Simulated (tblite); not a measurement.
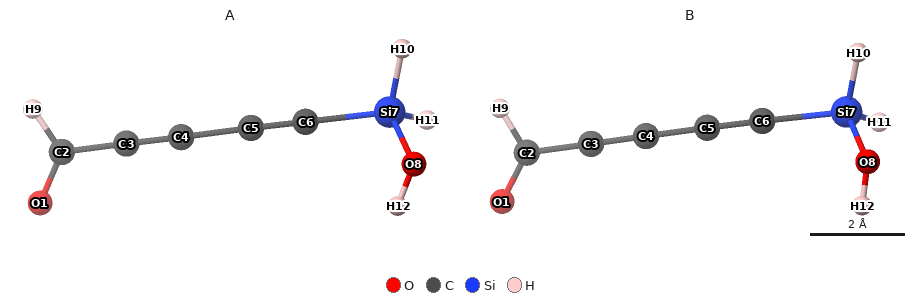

Two geometries of C$_{5}$H$_{4}$O$_{2}$Si, drawn at one scale. One is the start of a relaxation, the other its converged end. Style: ball-and-stick. Shown at a tilt.

Method: GFN2-xTB geometry optimisation, gas phase (tblite 0.8.0). 

Which of the two is the end point?

Answer. Structure B is the relaxed one. The atom that moves furthest after the best rigid fit is H11 (0.19 Å). Largest moves by element: H 0.19 Å, O 0.14 Å, C 0.11 Å, Si 0.08 Å. Some distances before and after: C4–C5 1.540 → 1.352 Å, Si7–H10 1.484 → 1.453 Å, Si7–O8 1.651 → 1.622 Å, Si7–H11 1.487 → 1.464 Å. Bond angles that change, for instance: Si7–O8–H12 115.3° → 123.7°, H10–Si7–H11 108.0° → 116.2°, O8–Si7–H10 108.7° → 102.2°. After 37 geometry steps the energy has fallen by 0.691 eV.
